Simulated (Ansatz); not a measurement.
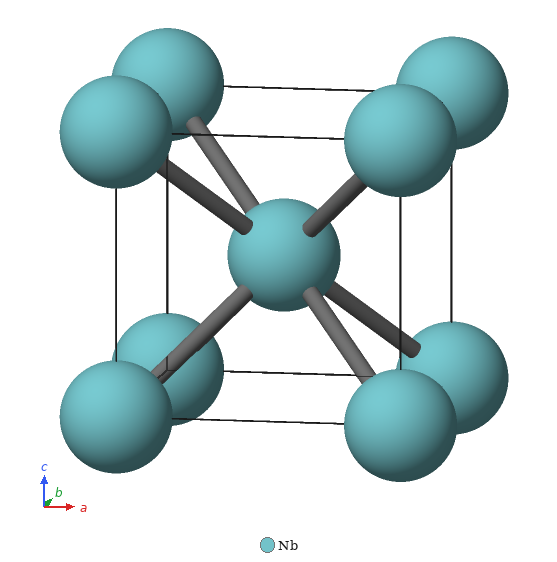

A ball-and-stick rendering, viewed slightly off an axis. One conventional unit cell is framed, with atoms on its boundary repeated.

Pairs joined by sticks: Nb–Nb up to 3.21 Å (cut-off distances).

How many atoms count towards one cell?

Answer. 2 (niobium), counting shared atoms by their share.

What kind of lattice is this?

Answer. Body-centred cubic.

Space group?

Answer. Im-3m (No. 229), with Nb on 2a.

Provenance: the standard structure of this element. Earlier steps of the study may have refined or changed the cell and positions. It was run through Ansatz as a DFT input.
